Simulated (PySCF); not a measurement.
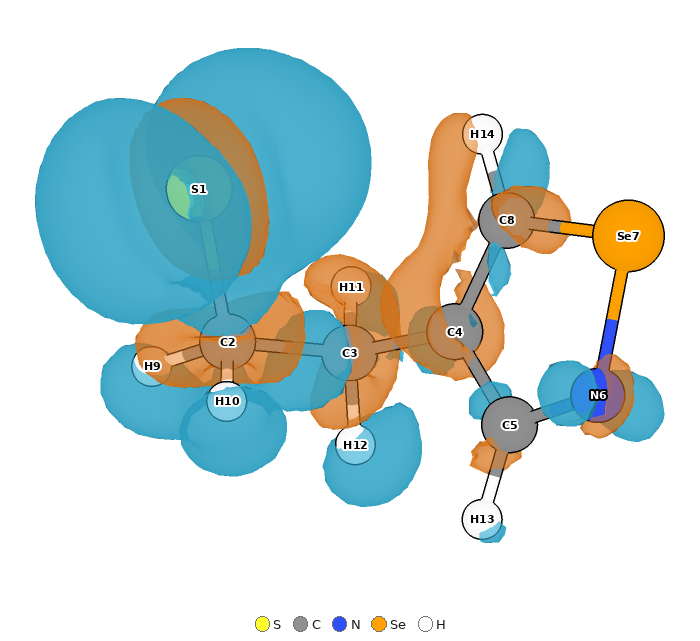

*C$_{5}$H$_{6}$NSSe, doublet, SMILES `[S]CCc1cn[se]c1`. Fukui function f⁺ = ρ(N+1) − ρ(N) at fixed geometry, surfaces at ±0.015 e/Å³ (light blue positive, orange negative).*

Method: CAM-B3LYP/def2-SVP; geometry: GFN2-xTB; program: PySCF. No frequency check shows the geometry to be a minimum. GFN2-xTB bond lengths at metals and heavier atoms can be off by up to 0.1 Å and shapes distorted, which carries into these values. GFN2-xTB doesn't know the spin state, so this open-shell geometry is rough.

On which atoms does the density change most on addition of an electron?

f⁺ (Hirshfeld-condensed) is largest on S1 (0.63); the vertical electron affinity is 1.60 eV (to the singlet anion, which needn't be its lowest state; rough: the basis has no diffuse functions). Condensed values hint at sites of nucleophilic attack but needn't mark the atom that reacts. Orbital relaxation makes it negative in places (0.30 e in all).

```tsv
atom	f⁺	charge
S1	+0.63	−0.01
C2	+0.04	−0.07
C3	+0.03	−0.06
C4	−0.01	−0.02
C5	+0.01	0.00
N6	+0.04	−0.21
Se7	+0.09	+0.21
C8	0.00	−0.10
H9	+0.04	+0.04
H10	+0.05	+0.04
H11	+0.02	+0.04
H12	+0.04	+0.05
H13	+0.01	+0.05
H14	+0.01	+0.05
```

The PySCF run took 13 min on 1 thread of AMD EPYC (Zen 3) (shared host), peak memory 1.1 GiB.
